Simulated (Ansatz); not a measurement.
ZrO2: pressure series

Consider ZrO$_{2}$ in the anatase structure (space group I4_1/amd, No. 141; a = 3.999 Å, c = 10.650 Å; a cell from a computed database, its experimental status unchecked).

Cell and atoms are relaxed at each pressure.

Calculations: PBEsol in Ansatz (plane waves to 420 eV, PAW, scalar-relativistic without spin-orbit coupling).

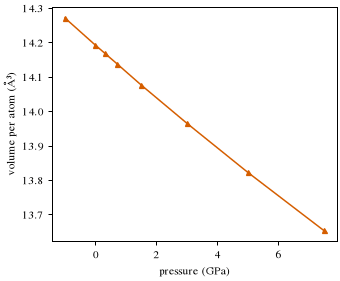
Volume per atom against pressure

**Question.** From the plot, what is the volume per atom for pressure 0.3 GPa?

**Answer.** About 14.17 Å³.

**Question.** Is the trend monotonic over the range shown?

**Answer.** Yes, it falls throughout, spanning 13.65 Å³ to 14.27 Å³.

Load acts through the strain it causes; cell and atoms are relaxed under it. Whether these cells are dynamically stable was not tested. Competing high-pressure phases were not computed. This is not the structure that ZrO2 has at room temperature and ambient pressure.

Ansatz is a first-principles code.
